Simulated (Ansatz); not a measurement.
# Ti (P6/mmm): relaxation of cell and ions in Python

Aim: a relaxation of cell and ions, for Ti (P6/mmm), run from a script.

Computed with Ansatz 0.2.0, driven from Python. Level of theory: DFT r2SCAN, plane waves, PAW.

## (1) Starting point

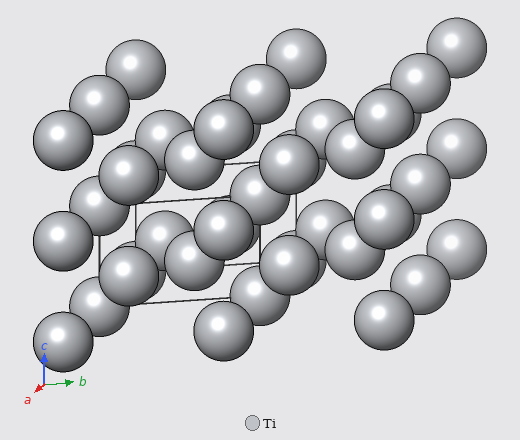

The starting structure, viewed slightly off an axis; titanium light grey. 2×2×2 cells are drawn. Atoms on cell faces are repeated.

No structure file is read: the coordinates are typed or built in the script.

## (2) The script

File vcrelax.py:

```python
"""Relax cell and ions of Ti."""

import warnings

import ansatz as az
from ase import Atoms
from ase.data import atomic_numbers
from ase.io import write
from ase.neighborlist import neighbor_list
import matplotlib.pyplot as plt
import numpy as np
import spglib

def edges_and_angles(cell):
    cell = np.asarray(cell)
    a, b, c = np.linalg.norm(cell, axis=1)
    cosines = cell[1] @ cell[2] / (b * c), cell[0] @ cell[2] / (a * c), cell[0] @ cell[1] / (a * b)
    return (a, b, c, *np.degrees(np.arccos(cosines)))


def main() -> None:
    warnings.simplefilter("ignore", az.DeckWarning)

    structure = (
        az.Lattice.of((4.6, 0.0, 0.0), (-2.3, 3.983717, 0.0), (0.0, 0.0, 2.82))
        .atom("Ti", (0.0, 0.0, 0.0))
        .atom("Ti", (1 / 3, 2 / 3, 0.5))
        .atom("Ti", (2 / 3, 1 / 3, 0.5))
    )

    # a pressure is positive in compression
    calculation = structure.calculation()
    calculation = calculation.functional("r2scan").accuracy("medium")
    calculation = calculation.kpoints(8, 8, 12, shift=0.5).occupations("fermi_dirac", width=100 * az.meV)
    calculation = calculation.mixing("anderson", ndim=12, beta=0.6).scf(lower_state_search="off", algorithm="density_mixing", self_checks="high")
    calculation = calculation.relax(force_tolerance=0.05, pressure=200 * az.kbar, stress_tolerance=0.01)
    calculation = calculation.density()
    calculation = calculation.density_of_states(energy_step=0.05, projected=True)
    steps = []


    def follow(event):
        if event["event"] != "relax_step":
            return
        row = event["data"]
        steps.append(row)
        print(f"step {row['step']:3d}  E = {row['lagrangian_ev']:.5f} eV  largest force component = {row['allowed_force_max_ev_ang']:.4f} eV/A  P = {row['pressure_gpa']:.3f} GPa")


    out = calculation.session().plan(threads=1).execute(on_event=follow)
    r = out.report

    first, last = steps[0], steps[-1]
    symbols = [site.symbol for site in out.lattice.sites]
    print(f"energy gained {first['lagrangian_ev'] - last['lagrangian_ev']:.4f} eV in {len(steps) - 1} steps")
    for label, vectors in (("before", first["cell_ang"]), ("after", out.lattice.cell_ang)):
        print(label, "a b c (A) {:.4f} {:.4f} {:.4f}  angles {:.2f} {:.2f} {:.2f}".format(*edges_and_angles(vectors)), f" V = {abs(np.linalg.det(vectors)):.3f} A^3")
    print("final stress xx yy zz (GPa, compression positive):", np.round(np.diag(r["stress_gpa"]), 3) + 0.0)

    change = np.array(last["positions_ang"]) @ np.linalg.inv(last["cell_ang"]) - np.array(first["positions_ang"]) @ np.linalg.inv(first["cell_ang"])
    moved = np.linalg.norm(change @ np.array(last["cell_ang"]), axis=1)
    print("displacement within the cell, strain taken out (A):", " ".join(f"{s}:{d:.3f}" for s, d in zip(symbols, moved)))

    relaxed = Atoms(symbols, positions=[site.position_ang for site in out.lattice.sites], cell=out.lattice.cell_ang, pbc=True)
    write("relaxed.vasp", relaxed, format="vasp")

    final = Atoms(symbols, positions=last["positions_ang"], cell=out.lattice.cell_ang, pbc=True)
    i, j, d = neighbor_list("ijd", final, 4.5)
    print("neighbours within 1.1 times the shortest distance of each atom (A)")
    for atom in range(len(final)):
        near = [m for m in np.argsort(d) if i[m] == atom]
        shell = [m for m in near if d[m] < 1.1 * d[near[0]]]
        print(f"{symbols[atom]}{atom} ({len(shell)}):", ", ".join(f"{symbols[j[m]]} {d[m]:.3f}" for m in shell))

    fractions = [site.position_frac for site in out.lattice.sites]
    numbers = [atomic_numbers[s] for s in symbols]
    for tolerance in (1e-3, 1e-2, 1e-1):
        print(f"space group at {tolerance} A:", spglib.get_spacegroup((out.lattice.cell_ang, fractions, numbers), symprec=tolerance))

    energy = r["free_energy_ev"]
    print("F of the Ti cell: {:.6f} eV = {:.6f} Ry = {:.6f} Ha".format(energy, energy / 13.605693, energy / 27.211386))
    print("Fermi level {:.4f} eV, {} k-points, {} symmetry operations".format(r["fermi_energy_ev"], r["n_kpoints"], r["n_symmetry_ops"]))

    field = sum(channel.density_e_per_ang3 for channel in out.density().channels[:2])
    fig, ax = plt.subplots(figsize=(4, 3.4))
    shown = ax.imshow(np.log10(np.clip(field[:, :, 0].T, 1e-3, None)), origin="lower", extent=(0, 1, 0, 1))
    fig.colorbar(shown, label="log10 density (e/A^3)")
    ax.set(xlabel="fraction of grid vector 1", ylabel="fraction of grid vector 2")
    fig.savefig("density_plane.png", dpi=100)
    print(f"plane through the origin: {field[:, :, 0].min():.4f} to {field[:, :, 0].max():.4f} e/A^3")

    # first and second moments of the projected d states
    dos = out.density_of_states()
    energy = np.asarray(dos.energies_ev) - dos.fermi_ev
    window = (energy > -10) & (energy < 3)
    for index, site in enumerate(out.projected_density_of_states().sites):
        for shell in site.shells:
            if shell.l == 2:
                g = sum(np.sum(part.g_bin_mean_per_ev, axis=0) for part in shell.curves)[window]
                if g.sum() > 1e-6:
                    centre = (g * energy[window]).sum() / g.sum()
                    width = np.sqrt((g * (energy[window] - centre) ** 2).sum() / g.sum())
                    print(f"site {index} {site.species} {shell.label}: centre {centre:.3f} eV, rms width {width:.3f} eV")


if __name__ == "__main__":
    main()
```

## (3) The input behind the calls

The engine receives this input:

```yaml
crystal:
  lattice:
    - [4.6, 0.0, 0.0]
    - [-2.3, 3.983717, 0.0]
    - [0.0, 0.0, 2.82]
  atoms:
    - { symbol: Ti, position: [0.0, 0.0, 0.0] }
    - { symbol: Ti, position: [0.3333333333333333, 0.6666666666666666, 0.5] }
    - { symbol: Ti, position: [0.6666666666666666, 0.3333333333333333, 0.5] }
accuracy: medium
kpoints:
  mp_grid:
    grid: [8, 8, 12]
    shift: [0.5, 0.5, 0.5]
hamiltonian:
  xc: r2scan
scf:
  algorithm: density_mixing
  self_checks: high
  lower_state_search: "off"
  mixing:
    algorithm: anderson
    beta: 0.6
    ndim: 12
  occupations:
    method: fermi_dirac
    width: 0.1
relax:
  f_tol: 0.05
  cell:
    p_target: 20.0
    stress_tol: 0.01
output:
  write_density: true
  dos:
    de: 0.05
    projected: true
```

## (4) Running it

Command:

```
> python vcrelax.py
```

Log:

```text
step   1  E = -7513.19552 eV  largest force component = 0.0006 eV/A  P = -1.326 GPa
step   2  E = -7512.81511 eV  largest force component = 0.0000 eV/A  P = 20.795 GPa
step   3  E = -7512.84422 eV  largest force component = 0.0008 eV/A  P = 19.897 GPa
step   4  E = -7512.84109 eV  largest force component = 0.0004 eV/A  P = 19.974 GPa
step   5  E = -7512.84034 eV  largest force component = 0.0003 eV/A  P = 20.000 GPa
step   6  E = -7512.83749 eV  largest force component = 0.0003 eV/A  P = 19.936 GPa
step   7  E = -7512.83558 eV  largest force component = 0.0001 eV/A  P = 20.000 GPa
step   8  E = -7512.83558 eV  largest force component = 0.0001 eV/A  P = 19.999 GPa
energy gained -0.3599 eV in 7 steps
before a b c (A) 4.6000 4.6000 2.8200  angles 90.00 90.00 120.00  V = 51.677 A^3
after a b c (A) 4.3569 4.3569 2.7138  angles 90.00 90.00 119.99  V = 44.618 A^3
final stress xx yy zz (GPa, compression positive): [19.999 19.999 19.999]
displacement within the cell, strain taken out (A): Ti:0.000 Ti:0.000 Ti:0.000
neighbours within 1.1 times the shortest distance of each atom (A)
Ti0 (14): Ti 2.714, Ti 2.714, Ti 2.858, Ti 2.858, Ti 2.858, Ti 2.858, Ti 2.858, Ti 2.858, Ti 2.858, Ti 2.858, Ti 2.858, Ti 2.858, Ti 2.858, Ti 2.858
Ti1 (5): Ti 2.515, Ti 2.516, Ti 2.516, Ti 2.714, Ti 2.714
Ti2 (5): Ti 2.515, Ti 2.516, Ti 2.516, Ti 2.714, Ti 2.714
space group at 0.001 A: P6/mmm (191)
space group at 0.01 A: P6/mmm (191)
space group at 0.1 A: P6/mmm (191)
F of the Ti cell: -7512.835575 eV = -552.183235 Ry = -276.091617 Ha
Fermi level 15.9070 eV, 120 k-points, 8 symmetry operations
plane through the origin: 0.2032 to 10.1957 e/A^3
site 0 Ti 3D: centre -0.409 eV, rms width 1.472 eV
site 1 Ti 3D: centre -0.467 eV, rms width 1.519 eV
site 2 Ti 3D: centre -0.467 eV, rms width 1.519 eV
```

Run time: 2.5 min. Hardware: 1 thread of Arm Neoverse V1, shared host; peak memory 0.71 GiB.

File relaxed.vasp afterwards:

```text
Ti
 1.0000000000000000
     4.3569256697970280    0.0003134089309949    0.0000000000000000
    -2.1781914148024994    3.7733650169102542   -0.0000000000000000
     0.0000000000000000   -0.0000000000000000    2.7138149105608407
 Ti
   3
Cartesian
  0.0000000000000000 -0.0000000000000000 -0.0000000000000000
  0.0002693314628013  2.5156301186349492  1.3569074552804203
  2.1784649235317270  1.2580483072062991  1.3569074552804203
```

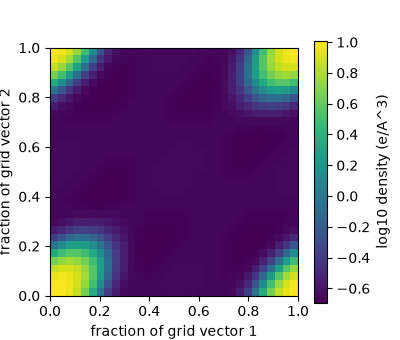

density_plane.png, as the script drew it.

## (5) What the engine kept of the run

The report of the run holds:

| item | value |
| --- | --- |
| SCF cycles in all | 50 |
| k-points solved | 120 |
| plane waves | 1131 |
| bands | 22 |
| valence electrons | 36 |
| free energy (eV) | -7512.83558 |
| Fermi level (eV) | 15.907 |
| lowest empty less highest filled level on the mesh, by band count (eV) | -0.427 |
| pressure (GPa; positive when compressed) | 20.00 |

## (6) Path of the relaxation

Step by step:

```csv
step,energy from step 1 (eV/cell),largest force component (eV/Å),pressure (GPa),volume (Å³)
1,0.0000,0.0006,-1.33,51.68
2,0.3804,0.0000,20.80,44.48
3,0.3513,0.0008,19.90,44.67
4,0.3544,0.0004,19.97,44.64
5,0.3552,0.0003,20.00,44.63
6,0.3580,0.0003,19.94,44.63
7,0.3599,0.0001,20.00,44.62
8,0.3600,0.0001,20.00,44.62
```

Step 1 is the start. Steps 6, 8 each repeat the geometry before them on a plane-wave basis chosen anew, so the energy can jump there without any move.

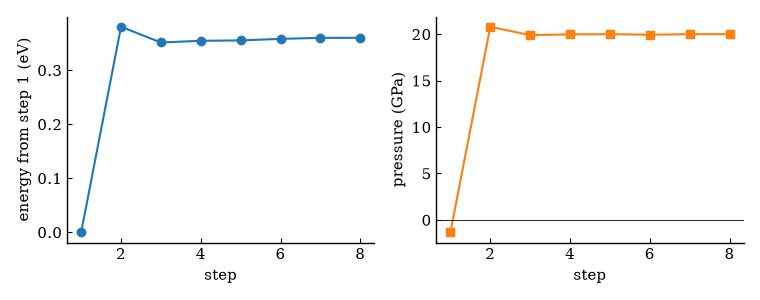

Energy and pressure along the relaxation.

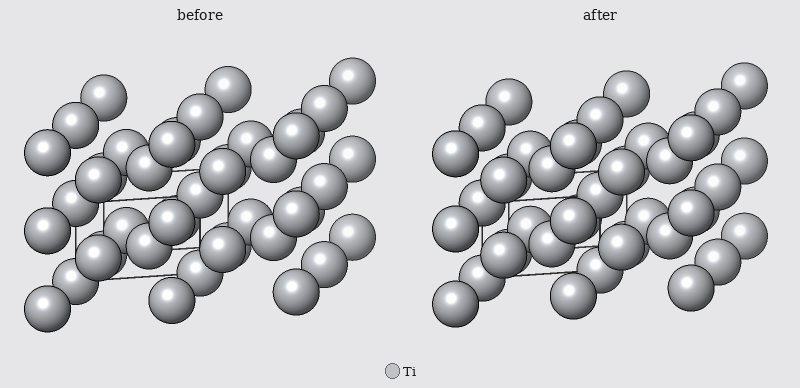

Before and after, at one scale.

«Before» is this run's own start.

|  | before | after | change |
| --- | --- | --- | --- |
| a (Å) | 4.600 | 4.357 | -5.3 % |
| b (Å) | 4.600 | 4.357 | -5.3 % |
| c (Å) | 2.820 | 2.714 | -3.8 % |
| volume (Å³/atom) | 17.23 | 14.87 | -13.7 % |
| shortest distance (Å) | 2.656 | 2.515 | -5.3 % |
| space group (0.01 Å) | P6/mmm | P6/mmm | same |

Under a set pressure the enthalpy E + pV is minimised, so E itself may rise.

## (7) Density of states

From dos.tsv among the run's results, states per cell in windows of 2 eV from the Fermi level (on a coarse mesh the curve is spiky, and it ends where the bands solved end):

| from | to | states |
| --- | --- | --- |
| -10 | -8 | 0.00 |
| -8 | -6 | 0.08 |
| -6 | -4 | 0.81 |
| -4 | -2 | 4.36 |
| -2 | 0 | 6.65 |
| 0 | 2 | 8.08 |

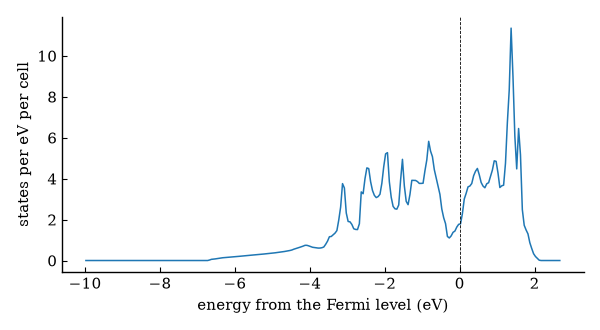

Density of states.

## (8) Results

| quantity | value |
| --- | --- |
| free energy | -7512.8356 eV (-2504.2785 eV/atom) |
| moves of the relaxation | 5 |
| last largest force component | 0.0001 eV/Å |
| relaxed conventional cell | a = 4.357 Å, b = 4.357 Å, c = 2.714 Å, α = 90.00°, β = 90.00°, γ = 120.00° |
| space group at the end | P6/mmm |

The volume shrank by 13.7 % over 5 moves under the 20 GPa asked, and the space group stayed P6/mmm. Caveats:
- Part of the cell is held or a pressure is applied, so the end point needn't be the zero-pressure lattice.
- At a fixed pressure a relaxation lowers the enthalpy F + PV, while F alone can rise.
- Only differences from the Fermi energy are physical; the zero of the scale is a convention.
- Projections exist only for the shells that the potentials hold, and samples at single energies can miss narrow peaks.
- Energies along a relaxation are free energies. Rows at an unchanged volume are solved on a plane-wave basis chosen afresh for that cell, so the energy jumps there and such rows are no steps of the walk.
- The mesh has less symmetry than the crystal, which the program warned of.
- Symmetry holds the cell in this phase, whether or not it is the stable one at this pressure.
- The fields are valence quantities on the plane-wave grid; their values near the nuclei depend on the potentials.
- This isn't the structure that Ti takes at ambient conditions.
- The computed bands are complete only to about 1.2 eV above the Fermi level; beyond that the density of states is undercounted.
- A band centre counts only the states inside the window taken.
- The script silences the warnings on its input, which a real study should read.
